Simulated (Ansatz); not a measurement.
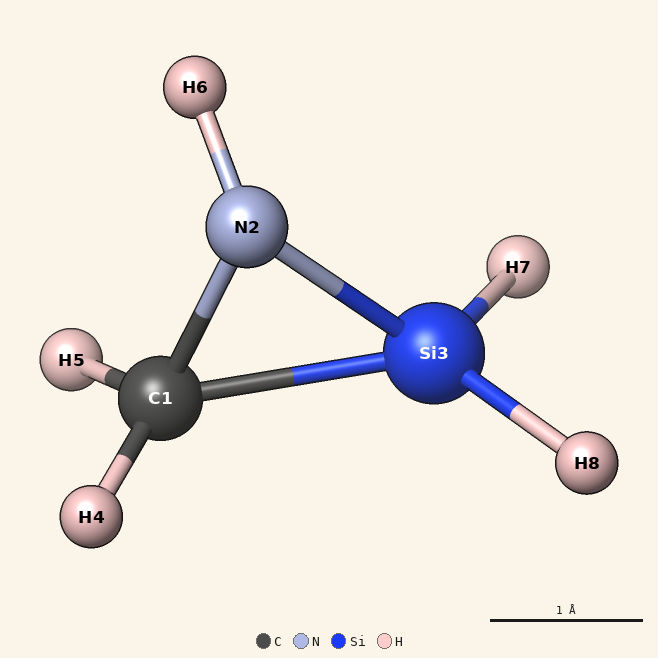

(Drawn from a calculation with Ansatz.)

State: charge +1, doublet. Geometry: the geometry of the neutral molecule.

List the bonds and their lengths.

```
  bond  length (Å)
 C1–N2       1.494
C1–Si3       1.829
 C1–H4       1.087
 C1–H5       1.090
N2–Si3       1.724
 N2–H6       1.009
Si3–H7       1.481
Si3–H8       1.478
```
